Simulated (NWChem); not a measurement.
## Energy and gradient calculation, with input and output: AlH$_{4}$ (charge −1) (part 3 of 3)

Continued. System: AlH$_{4}$, charge −1, SMILES [H][Al-]([H])([H])[H]. Method: PBE0/def2-SVP, RKS (NWChem 7.3.0). The geometry comes from this level: GFN2-xTB.

Geometry of the input (Å):
```
Al -0.0014  -0.0011  -0.0000
H  0.0129  -0.0193  1.6271
H  1.5300  0.0130  -0.5529
H  -0.7739  1.3341  -0.5201
H  -0.7675  -1.3267  -0.5541
```

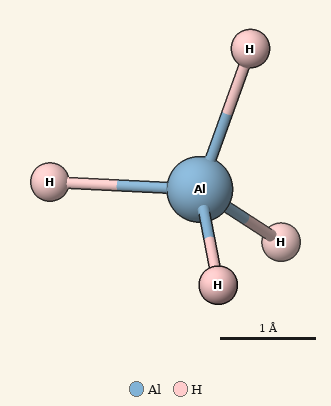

*The input geometry (ball-and-stick view, seen at a tilt). Sticks mark near contacts.*

## Output, continued
```
    Atom       Charge   Shell Charges
 -----------   ------   -------------------------------------------------------
    1 Al  13    13.14   2.00  1.94  0.57  0.36  5.82  1.04  1.20  0.22
    2 H    1     1.21   0.64  0.57  0.01
    3 H    1     1.21   0.64  0.57  0.01
    4 H    1     1.21   0.64  0.57  0.01
    5 H    1     1.21   0.64  0.57  0.01

 center of mass
 --------------
 x =  -0.00229487 y =  -0.00170928 z =  -0.00001644

 moments of inertia (a.u.)
 ------------------
          25.449166297089          -0.019693926762          -0.010051156504
          -0.019693926762          25.408290877585          -0.009061038421
          -0.010051156504          -0.009061038421          25.444498097758

     Multipole analysis of the density
     ---------------------------------

     L   x y z        total         alpha         beta         nuclear
     -   - - -        -----         -----         ----         -------
     0   0 0 0     -1.000000     -9.000000     -9.000000     17.000000

     1   1 0 0     -0.002752      0.015065      0.015065     -0.032881
     1   0 1 0     -0.001836      0.011327      0.011327     -0.024491
     1   0 0 1      0.000422      0.000334      0.000334     -0.000246

     2   2 0 0    -18.338389    -15.470819    -15.470819     12.603250
     2   1 1 0     -0.003919     -0.011752     -0.011752      0.019585
     2   1 0 1     -0.001137     -0.005555     -0.005555      0.009974
     2   0 2 0    -18.345025    -15.494404    -15.494404     12.643782
     2   0 1 1     -0.001479     -0.005235     -0.005235      0.008991
     2   0 0 2    -18.336475    -15.472149    -15.472149     12.607823

            General Information
            -------------------
          SCF calculation type: DFT
          Wavefunction type:  closed shell.
          No. of atoms     :     5
          No. of electrons :    18
           Alpha electrons :     9
            Beta electrons :     9
          Charge           :    -1
          Spin multiplicity:     1
          Use of symmetry is: off; symmetry adaption is: off
          Maximum number of iterations: 100
          AO basis - number of functions:    38
                     number of shells:    20
          Convergence on energy requested:  1.00D-08
          Convergence on density requested:  1.00D-05
          Convergence on gradient requested:  5.00D-04

              XC Information
              --------------
                         PBE0 Method XC Functional
                     Hartree-Fock (Exact) Exchange  0.250
          PerdewBurkeErnzerhof Exchange Functional  0.750
            Perdew 1991 LDA Correlation Functional  1.000 local
           PerdewBurkeErnz. Correlation Functional  1.000 non-local

             Grid Information
             ----------------
          Grid used for XC integration:  xfine
          Radial quadrature: Mura-Knowles
          Angular quadrature: Lebedev.
          Tag              B.-S. Rad. Rad. Pts. Rad. Cut. Ang. Pts.
          ---              ---------- --------- --------- ---------
          Al                  1.25      125           8.0      1454
          H                   0.35      100           9.0      1202
          Grid pruning is: on
          Number of quadrature shells:   525
          Spatial weights used:  Erf1

          Convergence Information
          -----------------------
          Convergence aids based upon iterative change in
          total energy or number of iterations.
          Levelshifting, if invoked, occurs when the
          HOMO/LUMO gap drops below (HL_TOL):  1.00D-02
          DIIS, if invoked, will attempt to extrapolate
          using up to (NFOCK): 10 stored Fock matrices.

                    Damping( 0%)  Levelshifting(0.5)       DIIS
                  --------------- ------------------- ---------------
          dE  on:    start            ASAP                start
          dE off:    2 iters        100 iters           100 iters

      Screening Tolerance Information
      -------------------------------
          Density screening/tol_rho:  1.00D-11
          AO Gaussian exp screening on grid/accAOfunc:  18
          CD Gaussian exp screening on grid/accCDfunc:  20
          XC Gaussian exp screening on grid/accXCfunc:  20
          Schwarz screening/accCoul:  1.00D-09

                            NWChem DFT Gradient Module
                            --------------------------

  charge          =  -1.00
  wavefunction    = closed shell

                         DFT ENERGY GRADIENTS

    atom               coordinates                        gradient
                 x          y          z           x          y          z
   1 Al     -0.002740  -0.002041  -0.000019   -0.000262  -0.000123   0.000146
   2 H       0.024302  -0.036510   3.074717    0.000053   0.000140  -0.005310
   3 H       2.891357   0.024566  -1.044792   -0.004801   0.000055   0.001783
   4 H      -1.462478   2.521121  -0.982922    0.002585  -0.004166   0.001675
   5 H      -1.450440  -2.507137  -1.047003    0.002425   0.004094   0.001707

                 ----------------------------------------
                 |  Time  |  1-e(secs)   |  2-e(secs)   |
                 ----------------------------------------
                 |  CPU   |       0.00   |       0.08   |
                 ----------------------------------------
                 |  WALL  |       0.00   |       0.08   |
                 ----------------------------------------

 Task  times  cpu:        3.5s     wall:        3.5s
 Total times  cpu:        3.5s     wall:        3.5s
```

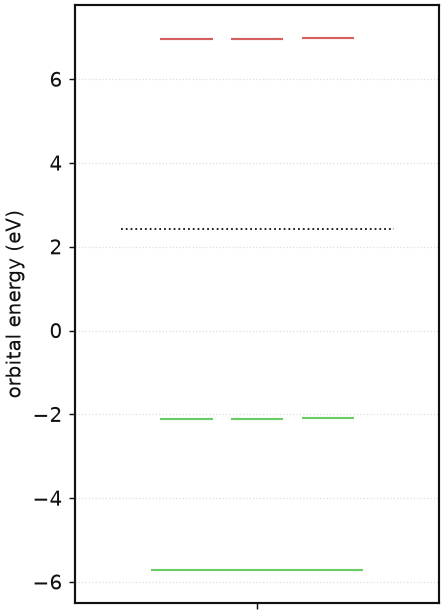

*Orbital energies near the frontier; the dotted line parts filled from empty levels, and levels within 0.02 eV of each other stand side by side.*

Highest filled −2.09 eV, lowest empty 6.96 eV, 9.05 eV apart.

## Results in brief

```csv
quantity,value
outcome,converged
total energy,−244.636022 hartree
basis functions,38
largest force,0.273 eV/Å
HOMO,−2.09 eV
LUMO,6.96 eV
wall time,4.2 s
peak memory,0.13 GiB
```
